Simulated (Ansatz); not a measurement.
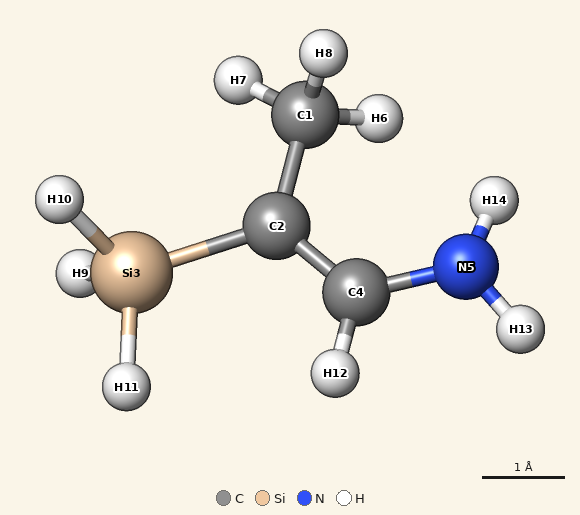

C3H9NSi, before the relaxation. A ball-and-stick model, seen at a tilt.

The start comes from PBE-D4/def2-SVP.

Method: RKS PBE0-D4/def2-TZVP (Ansatz).

Input
```yaml
crystal:
  periodic: [false, false, false]
  atoms:
    - {symbol: C, position_ang: [-0.654303, 0.404846, 1.301239]}
    - {symbol: C, position_ang: [0.093272, -0.140373, 0.103400]}
    - {symbol: Si, position_ang: [1.223574, -1.607336, 0.285863]}
    - {symbol: C, position_ang: [-0.031239, 0.455478, -1.122155]}
    - {symbol: N, position_ang: [-0.760152, 1.591103, -1.399149]}
    - {symbol: H, position_ang: [-1.716097, 0.645362, 1.058408]}
    - {symbol: H, position_ang: [-0.684732, -0.315832, 2.143180]}
    - {symbol: H, position_ang: [-0.195558, 1.339294, 1.698207]}
    - {symbol: H, position_ang: [0.497372, -2.811252, 0.841479]}
    - {symbol: H, position_ang: [2.373321, -1.350624, 1.234292]}
    - {symbol: H, position_ang: [1.799354, -1.970041, -1.060065]}
    - {symbol: H, position_ang: [0.513719, 0.054343, -1.994475]}
    - {symbol: H, position_ang: [-1.043807, 1.759444, -2.363416]}
    - {symbol: H, position_ang: [-1.427424, 1.916289, -0.697907]}
basis:
  gaussian: {orbitals: def2-TZVP}
hamiltonian: {xc: pbe0, dispersion: d4}
relax: {f_tol: 0.005, max_steps: 150}
```

Launched with:
```bash
ansatz run in.yaml --threads 4 --pin off --events-out ev --progress --plain --max-ram 10444MiB
```

Predict the outcome.

Answer. The energy falls by 1.51 kcal/mol in 11 accepted moves (13 points after the start). The largest force component goes from 0.71 to 0.0035 eV/Å. The line search rejected the trial steps at points 10, 12 of the run. The forces were under the threshold at step 8, but the run went on from there. The largest moves after the best rigid fit, 0.19 Å, are those of H7 and H8. By element the largest moves are H 0.19 Å, N 0.04 Å, Si 0.03 Å, C 0.03 Å. Near-neighbour distances that change, for instance: C2–C4 1.368 → 1.345 Å, C2–Si3 1.861 → 1.841 Å, Si3–H10 1.512 → 1.493 Å, C4–H12 1.104 → 1.086 Å.

History of the run:

```tsv
step	E − E(0), kcal/mol	largest force component, eV/Å	note
0	0.00	0.7060	
1	-1.37	0.1965	
2	-1.47	0.0464	
3	-1.48	0.0389	
4	-1.48	0.0172	
5	-1.49	0.0308	
6	-1.49	0.0928	
7	-1.50	0.0354	
8	-1.51	0.0032	
9	-1.51	0.0096	
10	-1.51	0.0207	rejected
11	-1.51	0.0109	
12	-1.51	0.0201	rejected
13	-1.51	0.0035
```

Final geometry:

```xyz
14

C    -0.6449    0.4123    1.2883
C     0.1001   -0.1380    0.1020
Si    1.1943   -1.6083    0.2729
C    -0.0152    0.4527   -1.1011
N    -0.7378    1.5875   -1.3663
H    -1.7237    0.4841    1.0960
H    -0.5288   -0.2147    2.1745
H    -0.2949    1.4159    1.5590
H     0.4480   -2.7978    0.7790
H     2.3035   -1.3780    1.2450
H     1.7868   -1.9431   -1.0523
H     0.5244    0.0653   -1.9607
H    -1.0010    1.7603   -2.3200
H    -1.4236    1.8726   -0.6873
```

After the run, drawn alike:

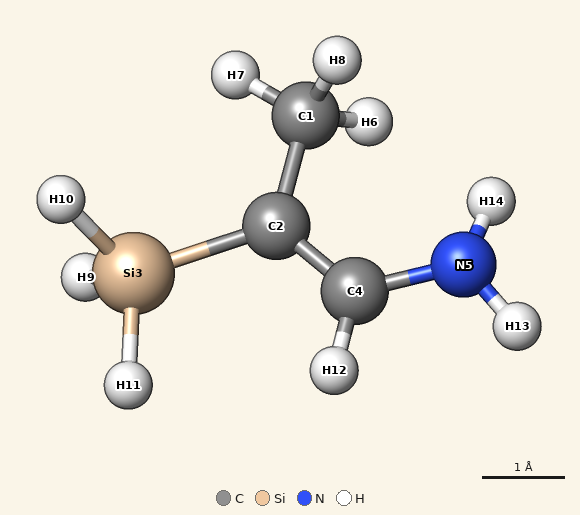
